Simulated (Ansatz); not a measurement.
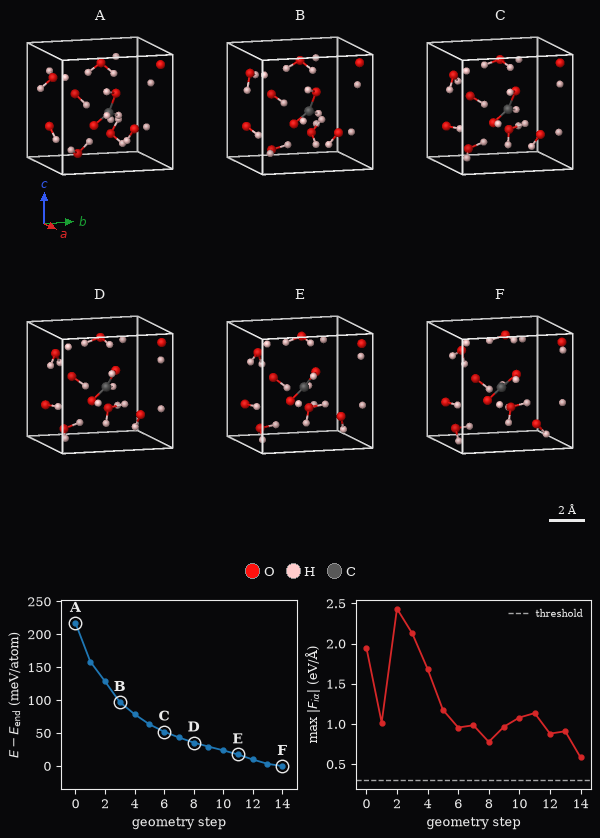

Frames of a relaxation of an amorphous cell of composition H$_{18}$CO$_{10}$, marked on the history of the run. The picture is a ball-and-stick view of the cell of the calculation, seen slightly off an axis.

The cell holds 8 H2O + 1 HCOOH. The run prepares the start of a later molecular dynamics calculation, from a guessed geometry.

All numbers below come from DFT PBE-D3(BJ), scalar-relativistic, plane waves, PAW in Ansatz 0.2.0. Set-up: plane-wave cutoff 420 eV; k-point mesh 1 × 1 × 1; occupations fermi dirac; smearing width 0.02 eV; no spin polarisation; atoms relaxed in a fixed cell; force threshold 0.3 eV/Å; at most 15 steps.

Question: Describe the path.

Answer: The relaxation stopped without meeting its thresholds, so the last structure isn't shown to be converged. It used up its limit of 15 steps. An H atom moves most: 1.47 Å along [0 3 −2]. Largest moves by element: H 1.47 Å, O 1.31 Å, C 0.77 Å. The cell doesn't change. Some distances before and after: H–O 0.969 → 1.010 Å, H–O 0.980 → 1.019 Å, H–O 0.969 → 0.987 Å, C–O 1.350 → 1.334 Å. Bond angles that change, for instance: H–O–H 104.0° → 107.0°, O–C–H 109.4° → 112.2°, H–O–H 104.0° → 106.2°. The energy falls by 217 meV per atom in 14 geometry steps. Largest force component: 2 eV/Å at the start, 0.59 eV/Å at the end. The run took about 30 core-seconds on a shared host. From step 0 to 3: H and O atoms move most (0.46 Å), energy −120 meV per atom. From step 3 to 6: an H atom moves most (0.51 Å), energy −45.0 meV per atom. From step 6 to 8: an H atom moves most (0.38 Å), energy −16.5 meV per atom. From step 8 to 11: an H atom moves most (0.51 Å), energy −18.1 meV per atom. From step 11 to 14: an O atom moves most (0.51 Å), energy −17.6 meV per atom.

Limits of the set-up: the program's low-accuracy preset was used; the periodic images lie only 6.7 Å apart, so the values are limited by the cell's size.
